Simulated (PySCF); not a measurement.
Input file:

```
{"job": {"kind": "epr", "basis": "pcH-1"}, "charge": 0, "multiplicity": 2}
C      0.602064     1.181421    -0.845018
C     -0.792460     1.442086    -0.408079
C     -1.330092     0.442953     0.622718
C     -1.150858    -1.026731     0.205436
N      0.122948    -1.625859     0.554318
C      1.263271    -1.158971    -0.187426
C      1.552421     0.374551    -0.063926
H      0.873240     1.458920    -1.849955
H     -0.876411     2.453777     0.022355
H     -1.447865     1.434803    -1.286619
H     -2.394366     0.643136     0.765446
H     -0.838835     0.599531     1.586467
H     -1.921654    -1.632171     0.693474
H     -1.279721    -1.122077    -0.875648
H      0.285105    -1.515439     1.551159
H      2.136387    -1.712227     0.168846
H      1.105913    -1.403304    -1.241586
H      2.569787     0.547285    -0.419929
H      1.511322     0.627565     1.000504
```

Command:

```sh
OMP_NUM_THREADS=1 python probes_run.py task.json out
```

Geometry: GFN2-xTB.

Method: PySCF 2.14.0, density-fitted response routines, UKS B3LYP, pcH-1 on C H N, non-relativistic, mean-field spin-orbit, GIAO.

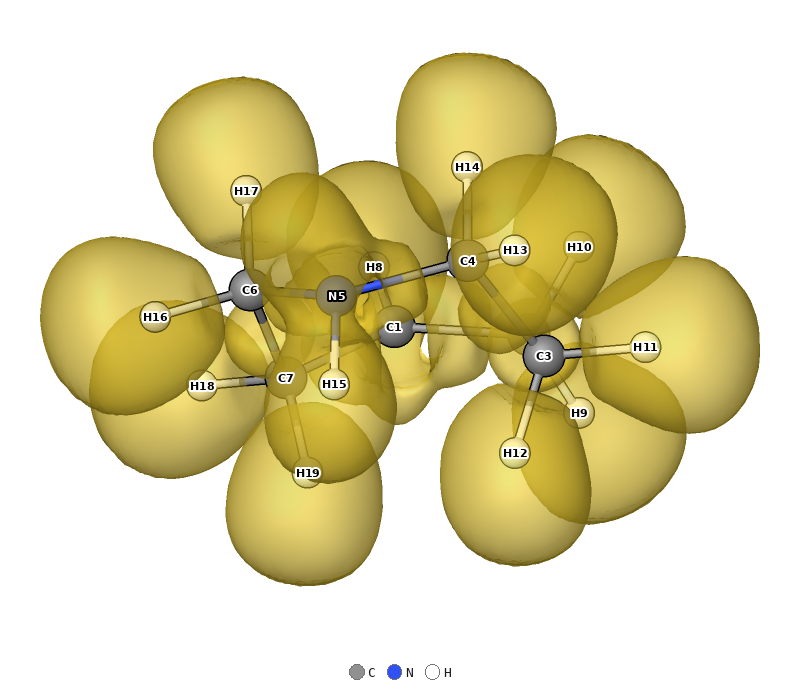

C6H12N (SMILES [CH]1CCCNCC1) (doublet). Isosurface of the ELF at 0.75 (yellow), seen from one side. Only the valence region is drawn (cores and ρ < 0.01 e/Å³ removed).

**What do the ELF domains correspond to?**

The surface consists of three regions between bonded C–C atoms (shared pairs), eleven regions around hydrogen nuclei and one joined region spread over several atoms (H, N), in which their bonds and any lone pairs are merged. Along the contacts the grid gives the following. C–N (1.44 Å): the ELF peaks at about 0.95 between the atoms (a shared electron pair). C–C (1.47 Å): the ELF peaks at about 0.95 between the atoms: a covalent bond.
